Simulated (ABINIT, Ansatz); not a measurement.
## HCl (I4/mmm): zone-centre phonons

Aim: the zone-centre modes of HCl (I4/mmm).

Calculated with ABINIT 10.8.3; DFT LDA, scalar-relativistic, plane waves, PseudoDojo norm-conserving pseudopotentials.

The database entry behind the starting cell is an old determination (1933), so it need not match the best structure at ambient conditions.

### Step 1. Set-up

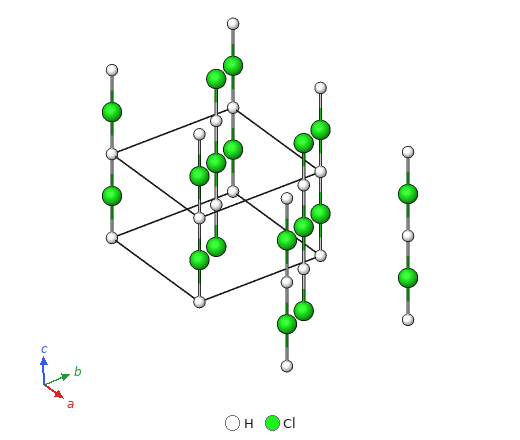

The starting structure, seen from a free direction (hydrogen white, chlorine green). 2×1×2 cells are drawn. This picture shows the conventional cell, with its axes. Some periodic images of atoms are drawn too.

### Step 2. Relaxing the cell and atoms

The harmonic expansion needs vanishing forces, and a free crystal bears no stress, so cell and atoms are brought to rest. Stress is more sensitive to the basis than forces are: the last 3 Ha under the cutoff are smoothed with ecutsm, and the cutoff is raised above that of the later runs.

The starting cell comes from a relaxation made beforehand in Ansatz (LDA, PseudoDojo NC).

Contents of relax.abi:

```
# relaxation
ionmov 2
optcell 2
dilatmx 1.08
ntime 40
tolmxf 1.0d-05
tolvrs 1.0d-14
prtwf 0
prtden 0
chksymtnons 0

# basis, mesh and filling
ecut 39.0
ecutsm 3.0
ngkpt 10 10 10
nshiftk 1
shiftk 0.0 0.0 0.0
istwfk *1
occopt 1
nband 4
nstep 100
diemac 9.0
prtebands 0
prtgsr 0
useylm 1

# cell and atoms
acell 8.730724799 6.816529572 6.816529572
rprim 
    0.0 0.7071067812 0.7071067812
    0.4239744234 0.0 0.9056741623
    0.4239744234 0.9056741623 0.0
ntypat 2
znucl 1 17
natom 2
typat 1 2
xred 
    0.0 0.0 0.0
    0.5 0.5 0.5
pp_dirpath "./pseudo"
pseudos "H.upf, Cl.upf"
```

Command:

```
$ OMP_NUM_THREADS=1 mpirun -n 4 abinit relax.abi > relax.log
```

Numbers of over 12 decimals in the logs are rounded to 6 here.

relax.abo, the main output file:

```text
[banners, grids, parts of the stress and lines that vanish by symmetry left out]
- input  file    -> relax.abi
- output file    -> relax.abo
- root for input  files -> relaxi
[...]
Symmetries : space group I4/m m m (#139); Bravais tI (body-center tetrag.)
[...]
mpw =        3265          nfft =      157464          nkpt =         102
[...]
== DATASET  1 ==================================================================
[...]
cutoff_energies: {ecut:  39.0, pawecutdg:  -1.0, }
[...]
ETOT  1  -16.978042011447    -1.698E+01 7.147E-02 2.582E+01
 ETOT  2  -16.989398126834    -1.136E-02 4.061E-04 4.085E+00
 ETOT  3  -16.989660196563    -2.621E-04 4.799E-06 1.648E-02
 ETOT  4  -16.989661108893    -9.123E-07 4.946E-07 5.736E-04
 ETOT  5  -16.989661120252    -1.136E-08 3.074E-09 6.978E-05
[...]
At SCF step   10       vres2   =  1.18E-15 < tolvrs=  1.00E-14 =>converged.
[...]
sigma(1 1)= -4.60239627E-07  sigma(3 2)= -6.15669690E-14
  sigma(2 2)= -5.12588313E-07  sigma(3 1)=  6.57582141E-14
  sigma(3 3)= -5.12588313E-07  sigma(2 1)=  6.57579825E-14
[...]
convergence: {deltae: -2.345E-13, res2:  1.178E-15, residm:  2.054E-15, diffor: null, }
etotal    :  -1.69896611E+01
[...]
ETOT  1  -16.989661123772    -1.699E+01 1.580E-11 6.643E-05
[...]
At SCF step    7       vres2   =  1.31E-15 < tolvrs=  1.00E-14 =>converged.
[...]
sigma(1 1)= -3.03069503E-07  sigma(3 2)= -6.15611592E-14
  sigma(2 2)= -5.01776456E-07  sigma(3 1)=  6.57524207E-14
  sigma(3 3)= -5.01776456E-07  sigma(2 1)=  6.57521235E-14
[...]
convergence: {deltae: -4.192E-13, res2:  1.315E-15, residm:  1.591E-18, diffor: null, }
etotal    :  -1.69896611E+01
[...]
ETOT  1  -16.989660964038    -1.699E+01 7.050E-11 5.495E-03
[...]
At SCF step    8       vres2   =  6.42E-16 < tolvrs=  1.00E-14 =>converged.
[...]
sigma(1 1)=  8.77476614E-07  sigma(3 2)= -6.15122292E-14
  sigma(2 2)= -3.94217944E-07  sigma(3 1)=  6.57036906E-14
  sigma(3 3)= -3.94217944E-07  sigma(2 1)=  6.57037812E-14
[...]
convergence: {deltae: -9.450E-13, res2:  6.422E-16, residm:  3.138E-18, diffor: null, }
etotal    :  -1.69896612E+01
[...]
ETOT  1  -16.989661131921    -1.699E+01 5.719E-12 7.560E-04
[...]
At SCF step    7       vres2   =  5.11E-15 < tolvrs=  1.00E-14 =>converged.
[...]
sigma(1 1)=  1.06204454E-06  sigma(3 2)= -6.14916623E-14
  sigma(2 2)= -3.45740461E-07  sigma(3 1)=  6.56853245E-14
  sigma(3 3)= -3.45740461E-07  sigma(2 1)=  6.56851758E-14
[...]
convergence: {deltae: -8.882E-14, res2:  5.114E-15, residm:  1.574E-17, diffor: null, }
etotal    :  -1.69896612E+01
[...]
ETOT  1  -16.989660658691    -1.699E+01 1.207E-10 1.371E-02
[...]
At SCF step    8       vres2   =  6.76E-16 < tolvrs=  1.00E-14 =>converged.
[...]
sigma(1 1)=  1.19563440E-06  sigma(3 2)= -6.13994476E-14
  sigma(2 2)= -1.20419935E-07  sigma(3 1)=  6.56110059E-14
[...]
convergence: {deltae: -3.695E-13, res2:  6.762E-16, residm:  3.292E-18, diffor: null, }
etotal    :  -1.69896612E+01
[...]
ETOT  1  -16.989661094537    -1.699E+01 6.934E-11 2.709E-03
[...]
At SCF step    8       vres2   =  2.21E-16 < tolvrs=  1.00E-14 =>converged.
[...]
convergence: {deltae:  3.553E-14, res2:  2.209E-16, residm:  5.046E-19, diffor: null, }
etotal    :  -1.69896612E+01
[...]
ETOT  1  -16.989661211654    -1.699E+01 3.346E-11 9.411E-05
[...]
At SCF step    7       vres2   =  5.65E-15 < tolvrs=  1.00E-14 =>converged.
[...]
sigma(2 2)=  1.66801209E-08  sigma(3 1)=  6.55780809E-14
  sigma(3 3)=  1.66801209E-08  sigma(2 1)=  6.55784191E-14
[...]
convergence: {deltae:  3.624E-13, res2:  5.652E-15, residm:  8.907E-19, diffor: null, }
etotal    :  -1.69896612E+01
[...]
ETOT  1  -16.989661214031    -1.699E+01 1.270E-09 7.370E-05
[...]
ETOT  6  -16.989661216564     3.553E-14 5.242E-17 1.952E-13
 ETOT  7  -16.989661216565    -4.299E-13 1.603E-18 1.019E-15
 At SCF step    7       vres2   =  1.02E-15 < tolvrs=  1.00E-14 =>converged.
[...]
sigma(1 1)=  7.09268315E-09  sigma(3 2)= -6.13533692E-14
  sigma(2 2)=  4.01846910E-09  sigma(3 1)=  6.55830145E-14
  sigma(3 3)=  4.01846910E-09  sigma(2 1)=  6.55826338E-14
[...]
convergence: {deltae: -4.299E-13, res2:  1.019E-15, residm:  1.603E-18, diffor: null, }
etotal    :  -1.69896612E+01
[...]
At Broyd/MD step   8, gradients are converged :
[...]
sigma(1 1)=  7.09268315E-09  sigma(3 2)= -6.13533692E-14
  sigma(2 2)=  4.01846910E-09  sigma(3 1)=  6.55830145E-14
  sigma(3 3)=  4.01846910E-09  sigma(2 1)=  6.55826338E-14
[...]
- sigma(1 1)=  2.08673943E-04  sigma(3 2)= -1.80507844E-09
- sigma(2 2)=  1.18227443E-04  sigma(3 1)=  1.92951890E-09
- sigma(3 3)=  1.18227443E-04  sigma(2 1)=  1.92950770E-09
[...]
fcart     -0.0000000000E+00 -0.0000000000E+00 -0.0000000000E+00
           strten      7.0926831526E-09  4.0184690994E-09  4.0184690996E-09
================================================================================

[key lines of the parts left out:]
pressure_GPa:  -1.4838E-04
Total energy (etotal) [Ha]= -1.69896612165645E+01
```

Elapsed: 91 s, on 4 MPI ranks of Arm Neoverse V2, shared host.

Little changed from the start: no atom moved by 0.005 Å and no cell edge by 0.1 %.

Numbers from this step:

```
volume per atom : 16.35 Å³
pressure        : -1.48e-4 GPa
```

### Step 3. Ground state

First-order wavefunctions inherit every error of the ground state, hence the very tight tolvrs. The mesh is shifted off Γ, since shifted meshes converge sums over the zone faster.

Contents of gs.abi:

```
# ground state
tolvrs 1.0d-16
prtden 1
prtwf 1

# basis, mesh and filling
ecut 31.0
ngkpt 8 8 8
nshiftk 4
shiftk 
    0.5 0.5 0.5
    0.5 0.0 0.0
    0.0 0.5 0.0
    0.0 0.0 0.5
istwfk *1
occopt 1
nband 4
nstep 100
diemac 9.0
prtebands 0
prtgsr 0
useylm 1

# cell and atoms
acell 8.738021345 6.821236928 6.821236928
rprim 
    0.0 0.7071067812 0.7071067812
    0.4236936835 0.0 0.9058055324
    0.4236936835 0.9058055324 0.0
ntypat 2
znucl 1 17
natom 2
typat 1 2
xred 
    0.0 0.0 0.0
    0.5 0.5 0.5
pp_dirpath "./pseudo"
pseudos "H.upf, Cl.upf"
```

Command:

```
$ OMP_NUM_THREADS=1 mpirun -n 4 abinit gs.abi > gs.log
```

gs.abo, the main output file:

```text
[banners, grids, parts of the stress and lines that vanish by symmetry left out]
- input  file    -> gs.abi
- output file    -> gs.abo
- root for input  files -> gsi
[...]
Symmetries : space group I4/m m m (#139); Bravais tI (body-center tetrag.)
[...]
mpw =        1838          nfft =       91125          nkpt =         144
[...]
== DATASET  1 ==================================================================
[...]
cutoff_energies: {ecut:  31.0, pawecutdg:  -1.0, }
[...]
ETOT  1  -16.981649289035    -1.698E+01 6.989E-02 1.469E+01
 ETOT  2  -16.989695630345    -8.046E-03 1.254E-04 2.499E+00
 ETOT  3  -16.989977251724    -2.816E-04 5.457E-06 9.468E-03
 ETOT  4  -16.989978063407    -8.117E-07 1.396E-07 4.549E-04
 ETOT  5  -16.989978073010    -9.603E-09 3.750E-09 4.148E-05
[...]
ETOT 10  -16.989978074169    -1.386E-13 1.758E-16 2.774E-16
 ETOT 11  -16.989978074169     2.593E-13 4.428E-18 8.426E-17
 At SCF step   11       vres2   =  8.43E-17 < tolvrs=  1.00E-16 =>converged.
[...]
sigma(1 1)=  7.40189525E-06  sigma(3 2)= -3.10537443E-14
  sigma(2 2)=  1.65302476E-06  sigma(3 1)=  3.31940125E-14
  sigma(3 3)=  1.65302476E-06  sigma(2 1)=  3.31945315E-14
[...]
convergence: {deltae:  2.593E-13, res2:  8.426E-17, residm:  4.428E-18, diffor: null, }
etotal    :  -1.69899781E+01
[...]
sigma(1 1)=  7.40189525E-06  sigma(3 2)= -3.10537443E-14
  sigma(2 2)=  1.65302476E-06  sigma(3 1)=  3.31940125E-14
  sigma(3 3)=  1.65302476E-06  sigma(2 1)=  3.31945315E-14
[...]
- sigma(1 1)=  2.17771277E-01  sigma(3 2)= -9.13632702E-10
- sigma(2 2)=  4.86336675E-02  sigma(3 1)=  9.76601566E-10
- sigma(3 3)=  4.86336675E-02  sigma(2 1)=  9.76616834E-10
[...]
fcart     -0.0000000000E+00 -0.0000000000E+00 -0.0000000000E+00
           strten      7.4018952455E-06  1.6530247610E-06  1.6530247610E-06
================================================================================

[key lines of the parts left out:]
pressure_GPa:  -1.0501E-01
```

Elapsed: 15 s, on 4 MPI ranks; 58 s of CPU time.

This step gave:

* pressure: -0.1050 GPa

The cell stands at -0.11 GPa: the relaxation ran with a smoothed and higher cutoff and on another k mesh.

### Step 4. Empty bands

Empty bands on the ground state's density check that the gap assumed so far is there in this cell.

Contents of gap.abi:

```
# empty bands on the ground state's density
iscf -2
getden_filepath "gso_DEN"
tolwfr 1.0d-12
nbdbuf 2
prtwf 0

# basis, mesh and filling
ecut 31.0
ngkpt 12 12 12
nshiftk 1
shiftk 0.0 0.0 0.0
istwfk *1
occopt 1
nband 8
nstep 100
diemac 9.0
prtebands 0
prtgsr 0
useylm 1

# cell and atoms
acell 8.738021345 6.821236928 6.821236928
rprim 
    0.0 0.7071067812 0.7071067812
    0.4236936835 0.0 0.9058055324
    0.4236936835 0.9058055324 0.0
ntypat 2
znucl 1 17
natom 2
typat 1 2
xred 
    0.0 0.0 0.0
    0.5 0.5 0.5
pp_dirpath "./pseudo"
pseudos "H.upf, Cl.upf"
```

Command:

```
$ OMP_NUM_THREADS=1 mpirun -n 4 abinit gap.abi > gap.log
```

gap.abo, the main output file:

```text
[banners, grids, parts of the stress and lines that vanish by symmetry left out]
- input  file    -> gap.abi
- output file    -> gap.abo
- root for input  files -> gapi
[...]
Symmetries : space group I4/m m m (#139); Bravais tI (body-center tetrag.)
[...]
mpw =        1839          nfft =       91125          nkpt =         163
[...]
== DATASET  1 ==================================================================
[...]
cutoff_energies: {ecut:  31.0, pawecutdg:  -1.0, }
[...]
-outvars: echo values of variables after computation
            acell      8.7380213450E+00  6.8212369280E+00  6.8212369280E+00 Bohr
================================================================================
```

Run time: 15 s. Hardware: 4 MPI ranks.

Read from the output:

```yaml
gap_on_the_k_mesh: 2.352 eV
```

In this cell the gap on the mesh is 2.4 eV, indirect (smallest direct 2.8 eV), so fixed occupations hold.

### Step 5. Zone-centre response

The derivative of the wavefunctions by k comes first, since the response to a field is built on it; then the field and the displacements that symmetry doesn't supply are solved at q = 0.

It reads the wavefunctions written in step 3.

Contents of dfpt_gamma.abi:

```
ndtset 2

# common to the responses
getwfk_filepath "gso_WFK"
kptopt 2
nqpt 1
qpt 0.0 0.0 0.0
asr 0
chneut 0

# d/dk
rfelfd1 2
rfdir1 1 1 1
iscf1 -3
tolwfr1 1.0d-20

# displacements, field
rfphon2 1
rfatpol2 1 2
rfdir2 1 1 1
rfelfd2 3
getddk2 1
tolvrs2 1.0d-10
prtwf2 0

# basis, mesh and filling
ecut 31.0
ngkpt 8 8 8
nshiftk 4
shiftk 
    0.5 0.5 0.5
    0.5 0.0 0.0
    0.0 0.5 0.0
    0.0 0.0 0.5
istwfk *1
occopt 1
nband 4
nstep 100
diemac 9.0
prtebands 0
prtgsr 0
useylm 1

# cell and atoms
acell 8.738021345 6.821236928 6.821236928
rprim 
    0.0 0.7071067812 0.7071067812
    0.4236936835 0.0 0.9058055324
    0.4236936835 0.9058055324 0.0
ntypat 2
znucl 1 17
natom 2
typat 1 2
xred 
    0.0 0.0 0.0
    0.5 0.5 0.5
pp_dirpath "./pseudo"
pseudos "H.upf, Cl.upf"
```

Command:

```
$ OMP_NUM_THREADS=1 mpirun -n 4 abinit dfpt_gamma.abi > dfpt_gamma.log
```

dfpt_gamma.abo, the main output file:

```text
[banners, grids, parts of the stress and lines that vanish by symmetry left out]
- input  file    -> dfpt_gamma.abi
- output file    -> dfpt_gamma.abo
- root for input  files -> dfpt_gammai
[...]
DATASET    1 : space group I4/m m m (#139); Bravais tI (body-center tetrag.)
[...]
nfft =       91125          nkpt =        1024
[...]
DATASET    2 : space group I4/m m m (#139); Bravais tI (body-center tetrag.)
[...]
nfft =       91125          nkpt =        1024
[...]
== DATASET  1 ==================================================================
[...]
cutoff_energies: {ecut:  31.0, pawecutdg:  -1.0, }
[...]
- 17.00000   7.00000  180309                  znucl, zion, pspdat
[...]
Perturbation : derivative vs k along direction   1
[...]
-ETOT  1  -11.814669798909     -1.181E+01 4.248E-01 0.000E+00
 ETOT  2  -11.863435802992     -4.877E-02 2.751E-03 0.000E+00
 ETOT  3  -11.863818275418     -3.825E-04 2.656E-05 0.000E+00
 ETOT  4  -11.863822775842     -4.500E-06 6.265E-07 0.000E+00
 ETOT  5  -11.863822844345     -6.850E-08 1.631E-08 0.000E+00
[...]
At SCF step   14   max residual=  1.00E-20 < tolwfr=  1.00E-20 =>converged.
[...]
Perturbation : derivative vs k along direction   2
[...]
-ETOT  1  -11.814669799611     -1.181E+01 4.248E-01 0.000E+00
[...]
At SCF step   14   max residual=  1.00E-20 < tolwfr=  1.00E-20 =>converged.
[...]
Perturbation : derivative vs k along direction   3
[...]
-ETOT  1  -11.814669799383     -1.181E+01 4.248E-01 0.000E+00
[...]
At SCF step   14   max residual=  1.00E-20 < tolwfr=  1.00E-20 =>converged.
[...]
1        1       0.8856999699    0.0000000000
     1        2       0.9467593736    0.0000000000
     1        3       0.9467593736   -0.0000000000
     2        1       0.9467593736    0.0000000000
     2        2       4.0481126429    0.0000000000
     2        3       2.0240563215    0.0000000000
     3        1       0.9467593736   -0.0000000000
     3        2       2.0240563215    0.0000000000
     3        3       4.0481126429    0.0000000000
[...]
== DATASET  2 ==================================================================
[...]
cutoff_energies: {ecut:  31.0, pawecutdg:  -1.0, }
[...]
Perturbation : displacement of atom   1   along direction   1
[...]
-ETOT  1  -2.074042     -5.741E+01 3.413E-01 4.191E+02
[...]
At SCF step    9       vres2   =  3.31E-11 < tolvrs=  1.00E-10 =>converged.
[...]
Perturbation : displacement of atom   1   along direction   2
[...]
-ETOT  1  -1.917713     -3.701E+01 6.113E-01 5.266E+02
[...]
At SCF step   10       vres2   =  3.13E-12 < tolvrs=  1.00E-10 =>converged.
[...]
Perturbation : displacement of atom   2   along direction   1
[...]
-ETOT  1  -1.275957     -9.322E+02 3.117E+00 1.090E+02
[...]
At SCF step   11       vres2   =  1.41E-11 < tolvrs=  1.00E-10 =>converged.
[...]
Perturbation : displacement of atom   2   along direction   2
[...]
-ETOT  1  -1.273339     -5.604E+02 2.884E+00 8.198E+02
[...]
At SCF step   10       vres2   =  4.47E-11 < tolvrs=  1.00E-10 =>converged.
[...]
Perturbation : homogeneous electric field along direction   1
[...]
-ETOT  1  -110.20678604342     -1.102E+02 7.045E+00 4.392E+04
[...]
ETOT  9  -118.89542749994     -2.144E-10 1.234E-11 9.654E-09
 ETOT 10  -118.89542749994     -3.652E-12 5.596E-13 1.721E-11
 At SCF step   10       vres2   =  1.72E-11 < tolvrs=  1.00E-10 =>converged.
[...]
Dielectric tensor, in cartesian coordinates,
[...]
1    4   1    4         6.1481095298        -0.0000000000
   1    4   2    4        -0.0000000001        -0.0000000000
   1    4   3    4        -0.0000000001        -0.0000000000
   2    4   1    4        -0.0000000001        -0.0000000000
   2    4   2    4         2.3300606771        -0.0000000000
   2    4   3    4         0.0000000000        -0.0000000000
   3    4   1    4        -0.0000000001        -0.0000000000
   3    4   2    4         0.0000000000        -0.0000000000
   3    4   3    4         2.3300606771        -0.0000000000
  Effective charges, in cartesian coordinates,
[...]
1    1   1    4         5.0799960722         0.0000000000
   2    1   1    4        -0.0000000000         0.0000000000
   3    1   1    4         0.0000000000         0.0000000000
   1    2   1    4        -4.4629816385         0.0000000000
   2    2   1    4         0.0000000000         0.0000000000
[...]
Effective charges, in cartesian coordinates,
[...]
2    4   1    2         0.0000000001         0.0000000000
   3    4   1    2         0.0000000001         0.0000000000
   1    4   2    2         0.0000000000         0.0000000000
   2    4   2    2        -0.2878343539         0.0000000000
   3    4   2    2         0.0000000000         0.0000000000
   1    4   3    2         0.0000000000         0.0000000000
   2    4   3    2         0.0000000000         0.0000000000
   3    4   3    2        -0.2878343539         0.0000000000
  Phonon wavevector (reduced coordinates) :  0.00000  0.00000  0.00000
 Phonon energies in Hartree :
[...]
Phonon frequencies in cm-1    :
- -1.756095E+03 -8.848090E+02 -8.848090E+02  1.733349E-01  3.368838E-01
-  3.368840E-01
  Phonon at Gamma, with non-analyticity in the
[...]
Phonon energies in Hartree :
[...]
Phonon frequencies in cm-1    :
- -8.848090E+02 -8.848090E+02 -4.870354E+01  3.368838E-01  3.368840E-01
-  1.822786E+03
  Phonon at Gamma, with non-analyticity in the
[...]
Phonon energies in Hartree :
[...]
Phonon frequencies in cm-1    :
- -1.756095E+03 -8.848090E+02 -8.533884E+02  1.733349E-01  3.368838E-01
-  3.369866E-01
  Phonon at Gamma, with non-analyticity in the
[...]
Phonon energies in Hartree :
[...]
Phonon frequencies in cm-1    :
- -1.756095E+03 -8.848090E+02 -8.533884E+02  1.733349E-01  3.368840E-01
-  3.369865E-01
[...]
fcart2     0.0000000000E+00  0.0000000000E+00  0.0000000000E+00
           strten2     0.0000000000E+00  0.0000000000E+00  0.0000000000E+00
================================================================================
```

The job ended after 8.7 min (4 MPI ranks; 35 min of CPU time).

This step gave:

- miss of the charge sum rule: 0.6170 e
- largest acoustic frequency at the zone centre before the sum rule: 0.34 cm⁻¹
- highest optical zone-centre mode (no LO-TO term): -884.8 cm⁻¹
- lowest optical zone-centre mode: -1756 cm⁻¹
- mean high-frequency dielectric constant: 3.603
- largest Born charge in size (third of the trace): 1.885 e

Born charge (rows field, columns displacement), before the sum rule (e), principal values of the symmetric part by kind of site:

| atom | atoms with these values | low | middle | high | mean |
| --- | --- | --- | --- | --- | --- |
| H1 | 1 | 0.29 | 0.29 | 5.08 | 1.89 |
| Cl2 | 1 | -4.46 | -0.29 | -0.29 | -1.68 |

In full for Cl2:

```
-4.46  0.00  0.00
 0.00 -0.29  0.00
 0.00  0.00 -0.29
```

High-frequency dielectric tensor:

```
6.15 0.00 0.00
0.00 2.33 0.00
0.00 0.00 2.33
```

The acoustic modes at Γ come out as far as 0.3 cm⁻¹ from zero, where they should vanish, a small numerical error; the Born charges miss their sum rule by 0.62 e, too much: mesh or cutoff is short for the field response. The lowest optical mode is imaginary, 1756i cm⁻¹, an instability at this level and on this k mesh.

[end of part 1 of 2]

[Host names and launcher messages were left out of these logs when they were recorded.]

[Logs are printed without paths, hosts, clocks, repeated set-up lines and the standing remarks that a program may print on its own settings, such as how far it seeks lower states.]

[Hosts, paths, dates, database ids (printed as entryN), source tags and the programs' standing remarks are cut or masked in the printed files.]
